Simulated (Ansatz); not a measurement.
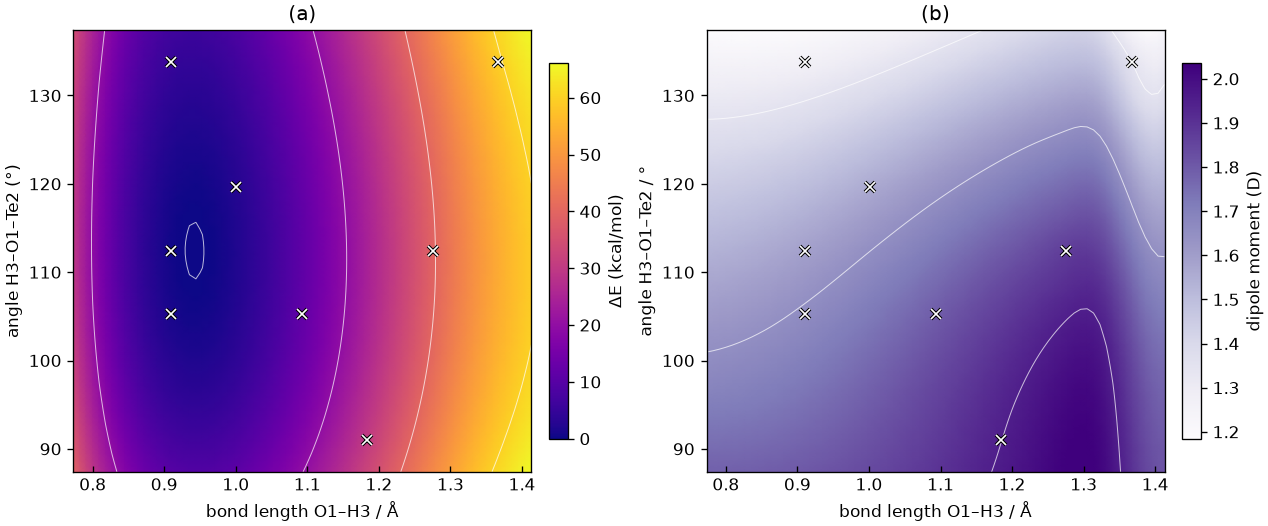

HOTe, SMILES O[Te], spin multiplicity 2. The first coordinate is: bond length O1–H3; the second: angle H3–O1–Te2. Nothing is relaxed (all other coordinates rigid). The scan uses a 15 × 15 grid. At 8 points there is no value. Energies: kcal/mol, counted from the lowest grid point. Computed with Ansatz 0.2.0, UHF/def2-TZVP.

Panel (a) is the energy; panel (b) is the computed dipole moment, in D.

In the figure: a smooth colour map with a few white contour lines, crosses at grid points without a value. Between grid points the surface is interpolated.

**How does the dipole moment vary over the map, and what is it at the lowest grid point?**

Leaving out the highest fifth of the energies, it runs from 1.18 D at bond length O1–H3 = 0.818 Å, angle H3–O1–Te2 = 137.4° to 2.03 D at bond length O1–H3 = 1.276 Å, angle H3–O1–Te2 = 91.0°. At the lowest grid point, bond length O1–H3 = 0.956 Å, angle H3–O1–Te2 = 112.4°, it is 1.62 D.
